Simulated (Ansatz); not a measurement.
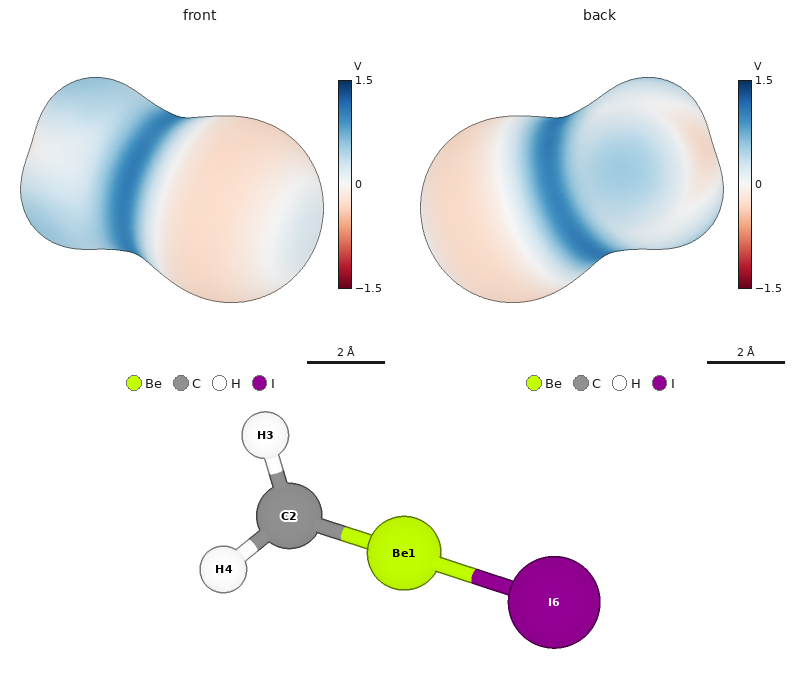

*CH₃BeI (BeMeI). The molecular electrostatic potential painted on the density surface at 0.001 e/bohr³, seen from the front and from behind; red is negative and blue positive. The bare structure is drawn below in the same view.*

Geometry: r2SCAN-D4/def2-TZVP; core potentials replace the inner electrons of I.

Computed with RKS PBE0-D4/def2-TZVP in Ansatz.

The calculation's input:

```
crystal:
  periodic: [false, false, false]
  atoms:
    - {symbol: Be, position_ang: [-0.006408, 0.003844, -0.955343]}
    - {symbol: C, position_ang: [0.003131, -0.000846, 0.716076]}
    - {symbol: H, position_ang: [-0.438593, 0.910354, 1.132869]}
    - {symbol: H, position_ang: [1.019133, -0.074207, 1.118383]}
    - {symbol: H, position_ang: [-0.562266, -0.844439, 1.126067]}
    - {symbol: I, position_ang: [-0.014996, 0.005303, -3.138042]}
basis:
  gaussian: {orbitals: def2-TZVP, initial_orbitals: start.molden}
hamiltonian: {xc: pbe0, dispersion: d4}
output: {orbitals: {seedname: orbitals}}
```

Command:

```sh
ansatz run in.yaml --threads 4 --pin off --events-out ev --progress --plain --max-ram 3916MiB
```

Where is the surface potential most negative and most positive?

Answer. The most negative region (about −0.3 V) lies over C2 and I6, the most positive (about +1.0 V, or +23 kcal/mol for a unit charge) over Be1. I6 shows a σ-hole: about +0.2 V at the tip opposite its bond, against about −0.3 V on its flanks.
